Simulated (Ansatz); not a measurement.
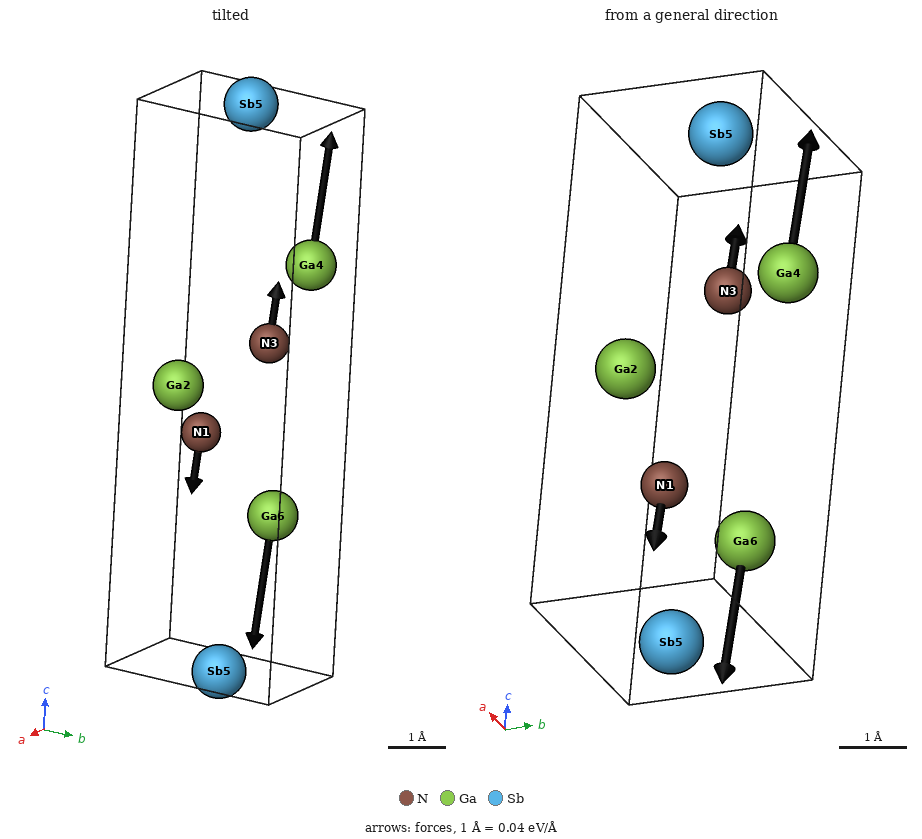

This spheres-only model is shown slightly off an axis and from a general direction. Lines trace the edges of the cell (the run's own, in a reduced setting). The arrows are the computed forces on the atoms.

System: Ga$_{3}$SbN$_{2}$. Computed with Ansatz, DFT, PBE with spin-orbit coupling, plane waves, PAW. Settings: wavefunction cutoff 420 eV, k-points about 0.23 Å⁻¹ apart, Fermi-Dirac smearing of 0.02 eV, no moments seeded, so the run stays non-magnetic, spinor wavefunctions.

Q: Would an optimiser stop at this geometry?

A: No. The atoms still feel forces of up to about 0.082 eV/Å, above a usual threshold of 0.01 to 0.03 eV/Å.

Q: Where does the largest force act?

A: Ga4 and Ga6, about 0.082 eV/Å.

It derives from a structure type filled with these elements by a generator (whether the compound takes this form wasn't checked). Earlier steps of the study, as a rule a relaxation of our own, may have changed the cell and positions, so they can lie some per cent off the listed ones. A calculation with Ansatz used it as input.
